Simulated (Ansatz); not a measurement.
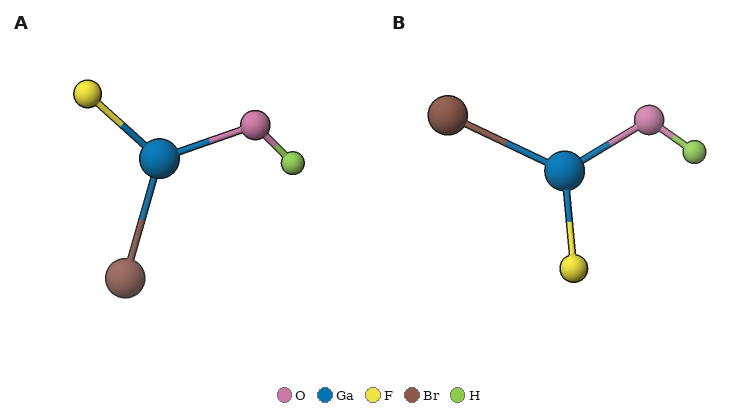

2 stationary structures of one formula. Geometries: PBE0-D4/def2-TZVP. Electronic energies: CCSD(T)/CBS (from def2-TZVPP and def2-QZVPP) (Ansatz 0.2.0), without zero-point energy. No frequency run is at hand to confirm each as a minimum.

Are they conformers, stereoisomers or constitutional isomers?

Answer. They are conformers of BrFGaHO: `[OH][Ga]([F])[Br]`.

Rank them by energy, lowest first.

Answer. B is lowest (Cs); A lies 0.007 eV above it (Cs).

Give E(B) − E(A) in eV at these levels too: PBE0-D4/def2-TZVP; ωB97X-V/def2-TZVPP; PBE0-D4/def2-TZVPP; r2SCAN-D4/def2-TZVPP; PBE-D4/def2-TZVPP; RHF-CCSD(T) (frozen core)/def2-TZVPP; CCSD(T)/CBS (from def2-TZVPP and def2-QZVPP); RHF-CCSD(T) (frozen core)/def2-QZVPP.

| level | E(B) − E(A) (eV) |
| --- | --- |
| PBE0-D4/def2-TZVP | −0.004 |
| ωB97X-V/def2-TZVPP | −0.009 |
| PBE0-D4/def2-TZVPP | −0.003 |
| r2SCAN-D4/def2-TZVPP | −0.001 |
| PBE-D4/def2-TZVPP | −0.002 |
| RHF-CCSD(T) (frozen core)/def2-TZVPP | −0.005 |
| CCSD(T)/CBS (from def2-TZVPP and def2-QZVPP) | −0.007 |
| RHF-CCSD(T) (frozen core)/def2-QZVPP | −0.005 |
